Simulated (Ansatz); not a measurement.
Nb (bcc, W type)

```cif
data_Nb2
_chemical_formula_sum 'Nb2'
_space_group_name_H-M_alt 'Im-3m'
_space_group_IT_number 229
_space_group_name_Hall '-I 4 2 3'
_cell_length_a 3.30266
_cell_length_b 3.30266
_cell_length_c 3.30266
_cell_angle_alpha 90.000
_cell_angle_beta 90.000
_cell_angle_gamma 90.000
loop_
_atom_site_label
_atom_site_type_symbol
_atom_site_symmetry_multiplicity
_atom_site_Wyckoff_symbol
_atom_site_fract_x
_atom_site_fract_y
_atom_site_fract_z
_atom_site_occupancy
Nb1 Nb 2 a 0.00000 0.00000 0.00000 1
```
(The calculation used a cell of 1 atom; values per cell refer to that cell.)

This relaxed cell (volume V₀) is scaled evenly in all directions, its shape held. Symmetry pins the atoms to their sites.

All values below come from r2SCAN (plane waves to 500 eV, PAW, scalar-relativistic; Ansatz, a program for electronic structure). k mesh 21×21×21 (Γ-centred), Fermi-Dirac smearing 0.05 eV. E stands for the smeared free energy. On this mesh the relaxed cell isn't quite at rest: it carries a pressure of 0.2 GPa (compression positive) at the zero of the scan. Nb is run without spin polarisation. Nb was relaxed with its symmetry unable to fall. The zero of ΔE is the relaxed starting cell.

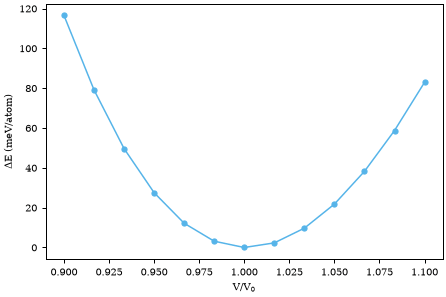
ΔE (meV/atom) against V/V₀; computed points joined by lines.

**Question.** What bulk modulus B₀ follows from a third-order Birch-Murnaghan fit?

**Answer.** About 170 GPa.

**Question.** What is ΔE at V/V₀ = 1.100?

**Answer.** About 83 meV/atom.

**Question.** What is ΔE at V/V₀ = 0.900?

**Answer.** About 120 meV/atom.

(Under strain, the slope of the energy per volume gives the stress and its curvature an elastic modulus.)
